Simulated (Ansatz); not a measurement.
BH₄N···SiH₄

```xyz
11

B    -1.6517   -0.2907   -0.8714
N    -1.4347    1.0619   -0.6760
H    -2.4811   -0.6426   -1.6591
H    -1.0029   -1.0802   -0.2455
H     1.9631   -0.3756   -0.5522
Si    1.8526   -0.4563    0.9249
H    -0.7528    1.4203   -0.0281
H    -1.9435    1.7782   -1.1657
H     3.1797   -0.1903    1.5372
H     0.8951    0.5755    1.4048
H     1.3762   -1.8003    1.3311
```

The reactant side of a reaction path; geometry: PBE0-D4/def2-TZVP.

Level of theory: Ansatz, RKS PBE0-D4/def2-TZVPP.

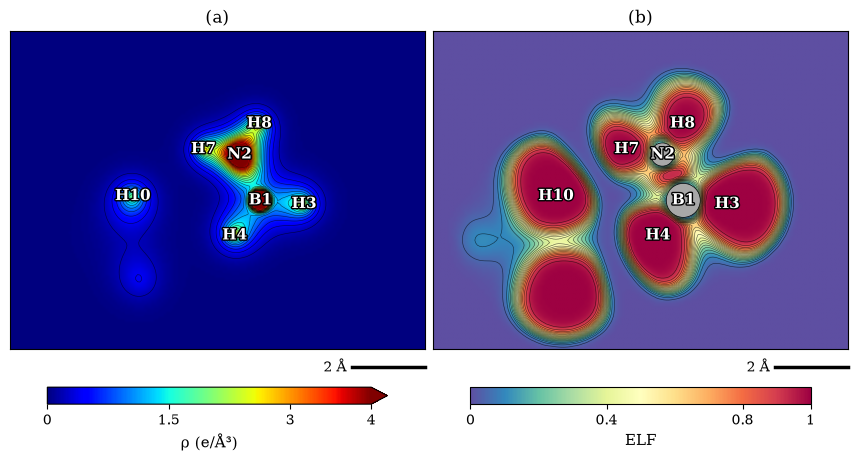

Figure 1. (a) total electron density; (b) ELF on the plane of atoms N2, B1 and H4. Grey discs cover the atomic cores in the ELF map.

Read the bonding off the picture.

Answer.
- Atoms in the plane: B, N and H.
- B–N (1.38 Å): ρ at the midpoint is about 2 e/Å³; the ELF peaks at about 0.95 between the atoms; a short, strongly polar bond.
- N–H (1.01 Å): ρ at the midpoint is about 3 e/Å³; the ELF climbs to about 1 towards the hydrogen, as it does in any bond to H (a covalent bond by its length).
- B–H (1.20 Å): ρ at the midpoint is about 1.2 e/Å³; the ELF climbs to about 1 towards the hydrogen; a covalent bond by its length.

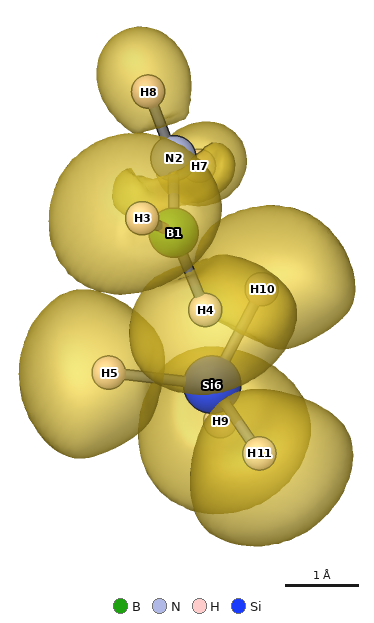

Figure 2. Isosurface of the ELF at 0.85 (yellow), seen at an oblique angle. Only the valence region is drawn (cores and ρ < 0.01 e/Å³ removed).

Describe the localisation domains.

Answer. At this value the surface marks out one region between bonded B–N atoms (shared pairs) and eight regions around hydrogen nuclei. Profiles from the grid: Si6···H4 (3.15 Å): the ELF dips to about 0 between them; a non-bonded, intermolecular contact.

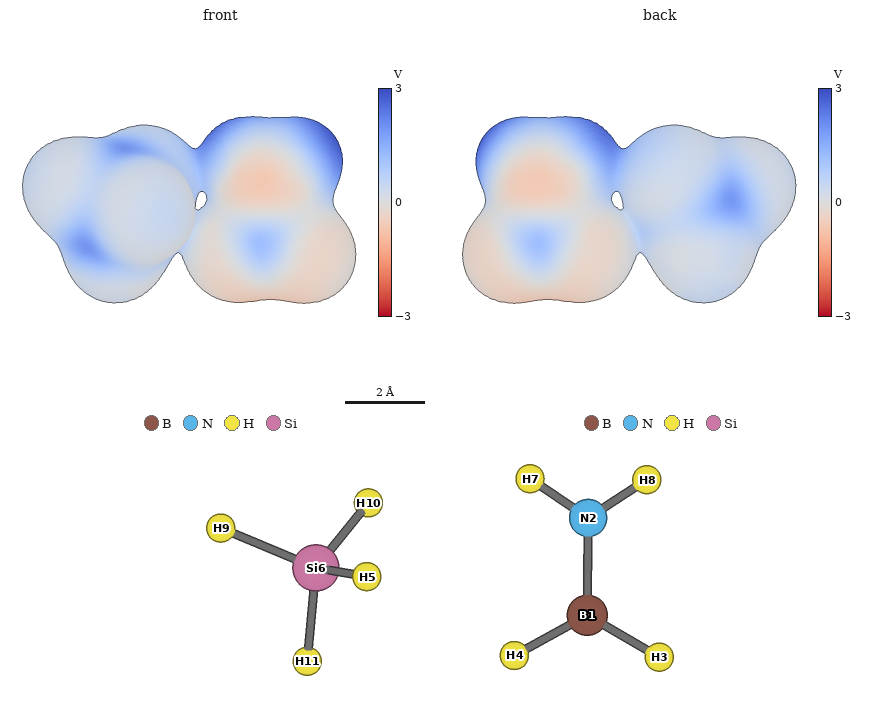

Figure 3. The molecular electrostatic potential painted on the density surface at 0.004 e/bohr³, seen from the front and from behind; the colour scale runs from red (negative) to blue (positive). The bare structure is drawn below in the same view.

Which sites attract a positive test charge, and which a negative one?

Answer. A positive charge is drawn to the negative regions and a negative charge to the positive ones. The most negative region (about −0.6 V, or −14 kcal/mol for a unit charge) lies over N2, the most positive (about +2.6 V, or +60 kcal/mol for a unit charge) over H8.
